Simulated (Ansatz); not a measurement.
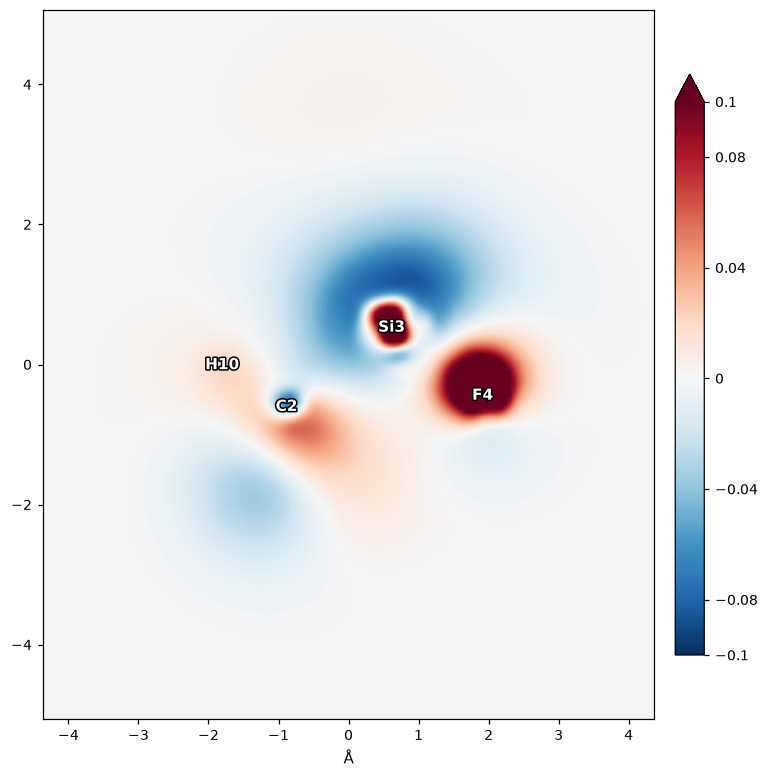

*CH₇F₂NSi₂ (SMILES NC[SiH](F)[SiH2]F). The HOMO−1 on the plane of atoms Si3, C2 and H10 (values in Å⁻³ᐟ²; the overall sign is arbitrary).*

Level of theory: Ansatz 0.2.0, RKS BHLYP-D4/def2-SVP.

```
atom    x (Å)    y (Å)    z (Å)
   N  -1.9002  -0.5131  -1.5345
   C  -0.7146   0.1986  -1.0746
  Si   0.1322  -0.5991   0.4007
   F  -1.0340  -0.8466   1.5112
  Si   1.7824   0.7620   1.3617
   F   1.2096   2.2814   1.3041
   H  -1.6699  -1.4444  -1.8516
   H  -2.5685  -0.6174  -0.7839
   H  -0.9915   1.2250  -0.8074
   H  -0.0050   0.3042  -1.9039
   H   0.6659  -1.9373   0.0467
   H   2.0777   0.4296   2.7716
   H   3.0363   0.7222   0.5748
```

**Where does this orbital lie, and at what energy?**

By Hirshfeld shares it lies mainly on Si3 (about 30 %), Si5 (about 25 %), H11 (about 10 %), F4 (about 5 %) and F6 (about 5 %). Its energy is −9.75 eV.
